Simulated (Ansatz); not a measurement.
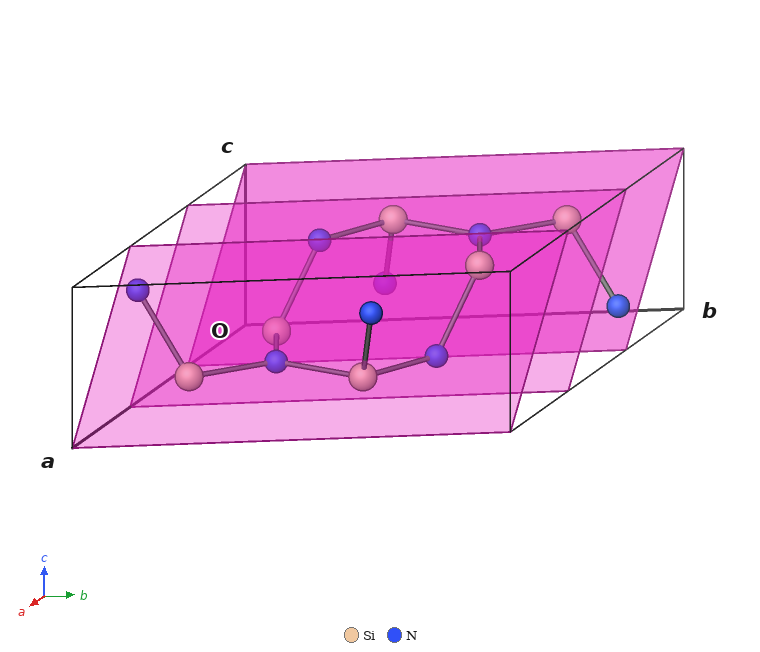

Crystal: Si₃N₄, coordinates from a relaxation with Ansatz 0.2.0, DFT, r2SCAN+rVV10, plane waves, PAW. Every member of one family of equally spaced planes, hx + ky + lz = a whole number, that cuts the unit cell is shaded (one member passes through the origin O, touching the cell only at an edge or corner). All values are computed from the atomic coordinates in the standard setting (tolerance 0.002 Å).

a = 7.597 Å, b = 7.597 Å, c = 2.903 Å, α = 90.00°, β = 90.00°, γ = 120.00°.

**What are the Miller indices?**

(3 0 1), in four indices (3 0 −3 1); the opposite sign names the same planes. The member next to the origin meets the axes a at 1/3, b never, c at 1.

**What is the spacing?**

d = 1.750 Å.

**Which atoms of the cell lie in these planes (within 0.03 Å)?**

No atom.

**The space group is P6_3/m (No. 176). How many reflections hkl are equivalent to this one (itself included), and does it occur?**

12 reflections are equivalent in the Laue class 6/m. The space group allows the reflection.
